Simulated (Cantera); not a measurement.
Feed: 1 mol MgCl2, 0.078 mol HCl, 31 mol N2, equilibrated at 0.830 Pa.

Method: chemical equilibrium by Gibbs-energy minimisation in Cantera with the NASA 1993 tables (ideal gas, pure condensed phases). Candidate condensed phases: Mg, MgCl2, NH4Cl; 18 gas species. Rates play no part.

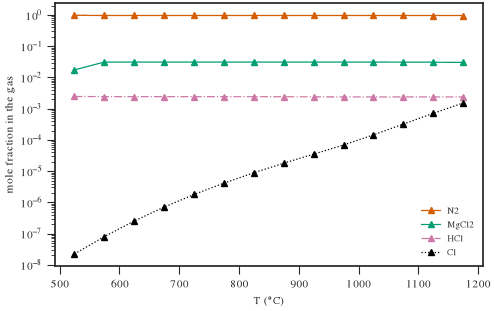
Figure: Equilibrium gas composition (values under 1e-9 drawn at 1e-9)

Read off the mole fractions at 825 °C.

N2 about 0.97, MgCl2 about 0.031, HCl about 0.0024, Cl about 8.9e-6.
